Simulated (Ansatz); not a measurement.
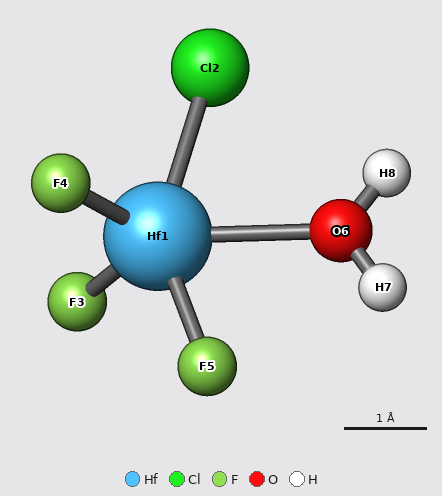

Fig. 1: The structure (ball-and-stick view, seen at a tilt; atoms are numbered from 1 in the order of the input). Sticks mark near contacts. Bond lengths as drawn: Cl–Hf 2.43 Å, F–Hf 1.90 to 1.94 Å, Hf–O 2.26 Å and H–O 0.97 Å.

# HfH₂ClOF₃: frequency calculation

System: HfH₂ClOF₃.
Method: RKS r2SCANh-D4/def2-SVP (Ansatz 0.2.0).

It belongs to a series of runs on one base structure; here: vibrations at the highest image of the band. Figures and captions count atoms from 1; the log counts them from 0 in places.

**Input**
```yaml
crystal:
  periodic: [false, false, false]
  atoms:
    - { symbol: Hf, position_ang: [-0.131182, 0.208752, 0.045736] }
    - { symbol: Cl, position_ang: [0.079778, 0.901522, 2.361616] }
    - { symbol: F, position_ang: [1.510498, -0.7228, -0.17381] }
    - { symbol: F, position_ang: [-0.020597, 1.892845, -0.827467] }
    - { symbol: F, position_ang: [-1.19702, -0.749146, -1.258478] }
    - { symbol: O, position_ang: [-1.987552, -0.589539, 1.06817] }
    - { symbol: H, position_ang: [-2.664774, -1.093454, 0.597711] }
    - { symbol: H, position_ang: [-2.203151, -0.47788, 2.003821] }
basis:
  gaussian: { orbitals: def2-SVP }
hamiltonian:
  xc: r2scanh
  dispersion: d4
phonons: {}
```

Run on 4 threads of Intel Xeon @ 2.50GHz (Skylake/Cascade Lake), 32 GiB of memory available, shared host.

Launched with:
```bash
ansatz run input.yaml --threads 4 --pin off --max-ram 5120MiB --backend cpu --events-out ev --progress --plain --runs-dir out
```

**What the program printed**
```
Engine: ansatz 0.2.0, x86_64-unknown-linux-gnu
Functional definition: r2SCANh
  parameter a = 0.1
  parameter k0 = 0.174
  parameter k1 = 0.065
  parameter a1 = 4.9479
  exchange = (1 - a)*r2scan_x(k0 = k0, k1 = k1, a1 = a1) + a*exact_x
  correlation = r2scan_c
1175 factors; integrals over basis functions are off by at most 3.2e-4 eV
mean field evaluation 1: about -24043.8408 eV, gradient 7.1e1 eV
mean field evaluation 2: about -24012.4174 eV, gradient 1.6e2 eV
mean field evaluation 4: about -24051.9787 eV, gradient 7.3e0 eV
mean field evaluation 8: about -24052.0951 eV, gradient 3.9e-1 eV
mean field evaluation 16: about -24052.0954 eV, gradient 8.6e-5 eV
mean field -24052.09537994 eV, -883.8982021171 hartree, gradient 8.6e-5 eV, S^2 0.000000; 0 other end points of the search recorded, 0 dependent functions left out
the calculation of the forces begins
reference -24052.09540570 eV, -883.8982030637 hartree; 33, 33 occupied and 83, 83 virtual orbitals, 1175 factors
these checks for a lower state are left out or cut short: stability, starts, cluster_reference, orbital_swaps, neighbouring_geometries, increment
1175 factors; integrals over basis functions are off by at most 3.2e-4 eV
mean field -24052.09525358 eV, -883.8981974735 hartree, gradient 9.8e-7 eV, S^2 0.000000; 0 other end points of the search recorded, 0 dependent functions left out
[... from here on the field's lines of each further geometry are left out, up to the last ...]
the calculation of the forces begins
reference -24052.09520976 eV, -883.8981958630 hartree; 33, 33 occupied and 83, 83 virtual orbitals, 1175 factors
these checks for a lower state are left out or cut short: stability, starts, cluster_reference, orbital_swaps, neighbouring_geometries, increment
1175 factors; integrals over basis functions are off by at most 3.2e-4 eV
mean field -24052.09526990 eV, -883.8981980731 hartree, gradient 2.1e-6 eV, S^2 0.000000; 0 other end points of the search recorded, 0 dependent functions left out
the calculation of the forces begins
reference -24052.09529566 eV, -883.8981990198 hartree; 33, 33 occupied and 83, 83 virtual orbitals, 1175 factors
WARN: phonons: modes at or below zero, which the zero-point energy, F, S and C_V leave out: 1, the lowest at -39.48 cm⁻¹. A minimum has none, and a first-order saddle one
Total energy: -24052.13876785 eV, -883.8997965935 hartree
Atom 0 at    -0.131182     0.208752     0.045736 Å, force    -0.000552    -0.000296    -0.000312 eV/Å
Atom 1 at     0.079778     0.901522     2.361616 Å, force     0.001682    -0.000567     0.003895 eV/Å
Atom 2 at     1.510498    -0.722800    -0.173810 Å, force     0.004424    -0.000388     0.000118 eV/Å
Atom 3 at    -0.020597     1.892845    -0.827467 Å, force    -0.000257     0.001543    -0.000087 eV/Å
Atom 4 at    -1.197020    -0.749146    -1.258478 Å, force    -0.005098    -0.002254    -0.001283 eV/Å
Atom 5 at    -1.987552    -0.589539     1.068170 Å, force    -0.016742     0.001888     0.026057 eV/Å
Atom 6 at    -2.664774    -1.093454     0.597711 Å, force     0.005428    -0.004327    -0.010005 eV/Å
Atom 7 at    -2.203151    -0.477880     2.003821 Å, force     0.011115     0.004400    -0.018383 eV/Å
Dipole moment:    -1.039130    -0.491892     0.387426 e Å
Vibrations: -39.48 119.01 144.47 165.33 174.31 180.18 220.57 292.87 330.97 371.83 504.93 562.76 635.10 676.11 680.69 1528.11 3801.84 3925.91 cm⁻¹, zero-point energy 0.887416 eV
```

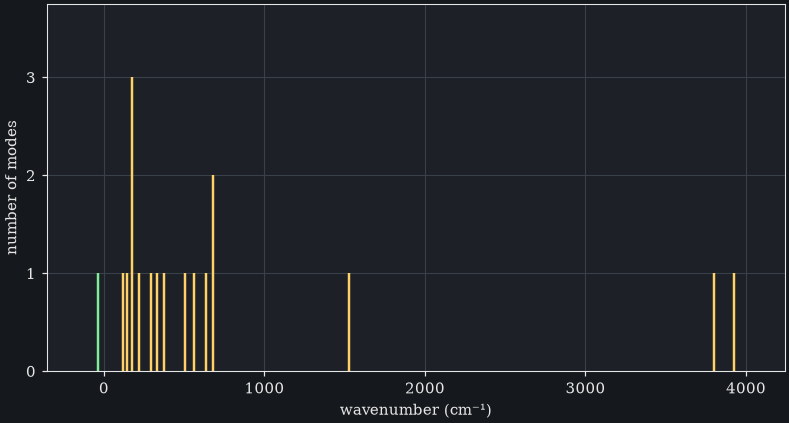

Fig. 2: Harmonic vibrational wavenumbers from the force constants; neighbouring modes closer than 18 cm⁻¹ are counted in one stick, and imaginary ones are drawn at negative wavenumbers. 18 modes from 39i to 3926 cm⁻¹, 1 imaginary beyond 8i (39i cm⁻¹): not a clean minimum; so soft a mode can be a shallow saddle, an incomplete relaxation or noise of the force constants.

**Summary**

| quantity | value |
| --- | --- |
| outcome | converged |
| total energy | −24052.1388 eV |
| mean-field energy | −24052.0954 eV |
| largest force (length of the vector) | 0.031 eV/Å |
| wall time | 3.1 min (CPU time 11 min) |
| peak memory | 0.34 GiB |
